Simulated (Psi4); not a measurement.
# SnCl2 (SMILES [Cl][Sn][Cl]) at TPSSh/def2-SVP (core potential)

What is the vertical singlet–triplet gap of SnCl2 at TPSSh/def2-SVP (core potential)? 

The calculation is run with Psi4 1.11.

1 further run of the same task is left out (set aside as unsound or not needed).

## 1. The structure to begin with

SnCl2 has 3 atoms, charge 0, and is taken as a singlet. SMILES: `[Cl][Sn][Cl]`. The shape is that of a PBE0-D4/def2-TZVP optimisation.

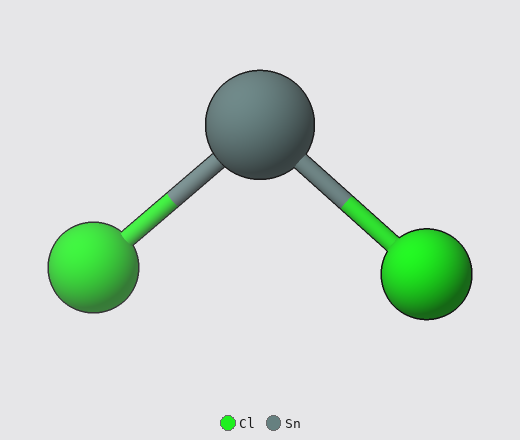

The structure, seen from a chosen angle (chlorine green, tin teal).

## 2. Energy and forces at TPSSh/def2-SVP (core potential)

The input, cl2sn.xyz:

```xyz
3
Cl2Sn
Cl     1.154200     1.220700     0.756000
Sn    -0.796900     0.518900    -0.376600
Cl    -0.368200    -1.804500    -0.392600
```

The input, cl2sn.py:

```python
import psi4

psi4.set_memory('1600 MB')
psi4.set_num_threads(1)
psi4.core.set_output_file('run.log', False)

with open('cl2sn.xyz') as f:
    atoms = ''.join(f.readlines()[2:])
molecule = psi4.geometry('0 1\n' + atoms + 'symmetry c1\nno_reorient\nno_com')

psi4.set_options({
    'puream': True,
    'e_convergence': 1e-09,
    'd_convergence': 1e-08,
    'scf_type': 'pk',
    'dft_radial_points': 99,
    'dft_spherical_points': 590,
})

E = psi4.gradient('tpssh/def2-SVP')
print('gradient / Eh bohr^-1')
print(E.np.round(6))
for k, v in sorted(psi4.core.scalar_variables().items()):
    print(f'{k:45s} {v:18.10f}')
```

Command:

```console
$ python cl2sn.py
```

run.log:

```text
[...]
    !!!  WARNING: ECP capability is in beta. Please check occupations closely.  !!!
[...]
  Running in c1 symmetry.
[...]
  Nuclear repulsion =  210.297974598311555
[...]
  Multiplicity = 1
[...]
  Nalpha       = 28
  Nbeta        = 28
[...]
    Number of basis functions: 62
[...]
   @RKS iter   1: -1134.40892713663948   -1.24693e+00   5.85427e-03 ADIIS/DIIS
[...]
   @RKS iter  11: -1134.47471261232431   -1.81899e-12   3.86645e-09 DIIS
[...]
    Orbital Energies [Eh]
    ---------------------
    Doubly Occupied:
       1A   -101.334314     2A   -101.334274     3A     -9.360492
       4A     -9.360473     5A     -7.112327     6A     -7.112322
       7A     -7.108455     8A     -7.108449     9A     -7.106837
      10A     -7.106828    11A     -5.068992    12A     -3.426580
      13A     -3.421235    14A     -3.418311    15A     -1.031840
      16A     -1.029035    17A     -1.027847    18A     -1.026444
      19A     -1.021980    20A     -0.779791    21A     -0.761971
      22A     -0.468635    23A     -0.351311    24A     -0.319915
      25A     -0.317620    26A     -0.298321    27A     -0.287664
      28A     -0.268179
[...]
  @RKS Final Energy: -1134.47471261232431
   => Energetics <=
    Nuclear Repulsion Energy =            210.2979745983115549
    One-Electron Energy =               -2066.9934644124282386
    Two-Electron Energy =                 789.5614816303749421
    DFT Exchange-Correlation Energy =     -67.3407044285824696
    Empirical Dispersion Energy =           0.0000000000000000
    VV10 Nonlocal Energy =                  0.0000000000000000
    Total Energy =                      -1134.4747126123240832
[...]
 Multipole Moments:
 ------------------------------------------------------------------------------------
     Multipole            Electronic (a.u.)      Nuclear  (a.u.)        Total (a.u.)
 ------------------------------------------------------------------------------------
 L = 1.  Multiply by 2.5417464519 to convert [e a0] to [Debye]
 Dipole X            :          6.9501921           -7.8797800           -0.9295879
 Dipole Y            :         -2.1844870            2.8179596            0.6334726
 Dipole Z            :          3.5462526           -3.9824088           -0.4361562
 Magnitude           :                                                    1.2065046
[...]
  -Total Gradient:
     Atom            X                  Y                   Z
    ------   -----------------  -----------------  -----------------
       1       -0.007963226684    -0.003421026216    -0.004682111042
       2        0.009355389318    -0.006368428697     0.004390222793
       3       -0.001331146080     0.009747843832     0.000320513497
[...]
```

On the terminal:

```text
gradient / Eh bohr^-1
[[-0.007963 -0.003421 -0.004682]
 [ 0.009355 -0.006368  0.00439 ]
 [-0.001331  0.009748  0.000321]]
CURRENT ENERGY                                  -1134.4747126123
CURRENT REFERENCE ENERGY                        -1134.4747126123
DD SOLVATION ENERGY                                 0.0000000000
DFT FUNCTIONAL TOTAL ENERGY                     -1134.4747126123
DFT TOTAL ENERGY                                -1134.4747126123
DFT VV10 ENERGY                                     0.0000000000
DFT XC ENERGY                                     -67.3407044286
GRID ELECTRONS ALPHA                               28.0000004999
GRID ELECTRONS BETA                                28.0000004999
GRID ELECTRONS TOTAL                               56.0000009998
NUCLEAR REPULSION ENERGY                          210.2979745983
ONE-ELECTRON ENERGY                             -2066.9934644124
PCM POLARIZATION ENERGY                             0.0000000000
PE ENERGY                                           0.0000000000
SCF ITERATION ENERGY                            -1134.4747126123
SCF ITERATIONS                                     11.0000000000
SCF TOTAL ENERGY                                -1134.4747126123
TWO-ELECTRON ENERGY                               789.5614816304
XC GRID RADIAL POINTS                              99.0000000000
XC GRID SPHERICAL POINTS                          590.0000000000
XC GRID TOTAL POINTS                           162344.0000000000
```

It took 9.9 s on 1 thread of Intel Xeon 6975P-C (Granite Rapids), shared host; peak memory 0.78 GiB.

## 3. The triplet at the same level

The input, input.inp:

```
memory 1.6 GB

molecule mol {
  0 3
  Cl     1.154200     1.220700     0.756000
  Sn    -0.796900     0.518900    -0.376600
  Cl    -0.368200    -1.804500    -0.392600
  symmetry c1
  no_reorient
  no_com
}

set basis def2-SVP
set reference uks
set puream true
set e_convergence 1e-09
set d_convergence 1e-08
set scf_type pk
set dft_radial_points 99
set dft_spherical_points 590
set maxiter 200

E, wfn = gradient("tpssh", return_wfn=True)
print_variables()
```

Command:

```console
$ psi4 -i input.inp -o input.out -n 1
```

input.out:

```text
[...]
    !!!  WARNING: ECP capability is in beta. Please check occupations closely.  !!!
[...]
  Running in c1 symmetry.
[...]
  Nuclear repulsion =  210.297974598311555
[...]
  Multiplicity = 3
[...]
  Nalpha       = 29
  Nbeta        = 27
[...]
    Number of basis functions: 62
[...]
   @UKS iter   1: -1134.31173932482466   -1.14975e+00   5.36880e-03 DIIS/ADIIS
[...]
   @UKS iter  12: -1134.36999535280643   -7.73070e-12   8.65056e-09 DIIS
[...]
   @S^2 Observed:                2.003715665E+00
[...]
    Orbital Energies [Eh]
    ---------------------
    Alpha Occupied:
       1A   -101.360524     2A   -101.360485     3A     -9.385762
       4A     -9.385743     5A     -7.142001     6A     -7.141999
       7A     -7.131758     8A     -7.131752     9A     -7.131314
      10A     -7.131308    11A     -5.071905    12A     -3.428014
      13A     -3.426594    14A     -3.420542    15A     -1.040078
      16A     -1.034285    17A     -1.028410    18A     -1.028004
      19A     -1.027395    20A     -0.803034    21A     -0.786883
      22A     -0.490685    23A     -0.379091    24A     -0.340420
      25A     -0.333370    26A     -0.315055    27A     -0.306683
      28A     -0.305061    29A     -0.169022
    Alpha Virtual:
[...]
  @UKS Final Energy: -1134.36999535280643
   => Energetics <=
    Nuclear Repulsion Energy =            210.2979745983115549
    One-Electron Energy =               -2066.1487784867458686
    Two-Electron Energy =                 788.7941582094340447
    DFT Exchange-Correlation Energy =     -67.3133496738063002
    Empirical Dispersion Energy =           0.0000000000000000
    VV10 Nonlocal Energy =                  0.0000000000000000
    Total Energy =                      -1134.3699953528064270
[...]
 Multipole Moments:
 ------------------------------------------------------------------------------------
     Multipole            Electronic (a.u.)      Nuclear  (a.u.)        Total (a.u.)
 ------------------------------------------------------------------------------------
 L = 1.  Multiply by 2.5417464519 to convert [e a0] to [Debye]
 Dipole X            :          7.1255225           -7.8797800           -0.7542575
 Dipole Y            :         -2.3039823            2.8179596            0.5139773
 Dipole Z            :          3.6285151           -3.9824088           -0.3538938
 Magnitude           :                                                    0.9789371
[...]
  -Total Gradient:
     Atom            X                  Y                   Z
    ------   -----------------  -----------------  -----------------
       1       -0.005403212556    -0.009651492111    -0.003960522521
       2        0.000868777747    -0.000586170501     0.000408257052
       3        0.004590968097     0.010199108539     0.003578787399
[...]
```

Run time: 14 s. Hardware: 1 thread of Intel Xeon 6975P-C (Granite Rapids), shared host; peak memory 0.78 GiB.

## 4. Results

At TPSSh/def2-SVP (core potential):

```
                                        quantity           value
                           singlet: total energy  -1134.47471 Eh
                          singlet: dipole moment          3.07 D
                            singlet: HOMO energy        -7.30 eV
                            singlet: LUMO energy        -3.35 eV
                          singlet: HOMO–LUMO gap         3.95 eV
               singlet: largest force on an atom      0.624 eV/Å
                           triplet: total energy  -1134.37000 Eh
                          triplet: dipole moment          2.49 D
     triplet: HOMO energy (highest over α and β)        -4.60 eV
                                   triplet: ⟨S²⟩           2.004
               triplet: largest force on an atom      0.604 eV/Å
vertical energy of the triplet above the singlet        2.850 eV
```

In words: At this shape the triplet lies 2.85 eV (275 kJ/mol) above the singlet. The largest force (singlet) is 0.62 eV/Å: the shape isn't a stationary point for this species at this level.
